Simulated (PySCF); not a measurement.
# C12H9F: the cost of one run

Programs: PySCF 2.14.0, with routines of our own; each step states its level. All values are computed. Atoms count from 0.

## 1. The starting structure

22 atoms, charge 0, multiplicity 1; geometry from: GFN2-xTB.

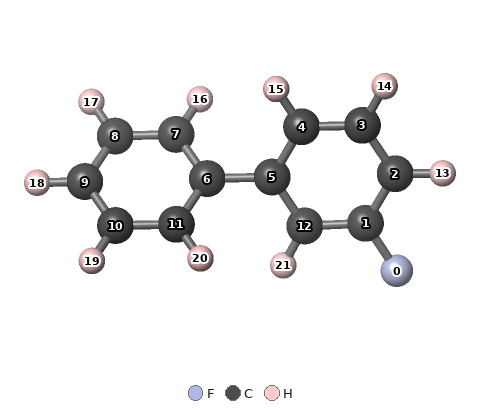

The starting geometry (fluorine light blue, carbon dark grey, hydrogen pink).

## 2. NMR shifts: GIAO KT3/pcSseg-1

The job: settings as JSON, then the geometry in Å.

```
{"job": {"kind": "nmr", "xc": "KT3", "basis": "pcSseg-1", "pop": false}, "charge": 0, "multiplicity": 1}
F      3.590174    -2.070064    -0.628897
C      2.862141    -0.975681    -0.315597
C      3.517641     0.205319    -0.018912
C      2.755631     1.318916     0.292073
C      1.374524     1.245314     0.293145
C      0.726464     0.048656    -0.001203
C     -0.743858    -0.029819     0.007953
C     -1.503053     0.881773    -0.719022
C     -2.883617     0.802506    -0.716774
C     -3.521503    -0.177687     0.025272
C     -2.773593    -1.083942     0.758585
C     -1.392505    -1.016830     0.743275
C      1.485255    -1.076465    -0.305514
H      4.595055     0.242325    -0.033802
H      3.245322     2.250496     0.534125
H      0.786392     2.115435     0.544284
H     -1.002443     1.639143    -1.304546
H     -3.462735     1.506682    -1.296898
H     -4.599779    -0.235913     0.031654
H     -3.268544    -1.845872     1.343284
H     -0.806905    -1.718032     1.319848
H      1.013690    -2.014630    -0.552840
```

Level: GIAO KT3/pcSseg-1 NMR shielding, non-relativistic, gas phase.

On the command line:

```console
> OMP_NUM_THREADS=1 python large_run.py task.json out
```

One launch serves the whole session: the jobs run in the order shown.

**Question.** How long does this job take on 1 thread of Arm Neoverse V1, shared host, and how much memory does it need?

About 17 s, with a peak of 0.5 GiB.
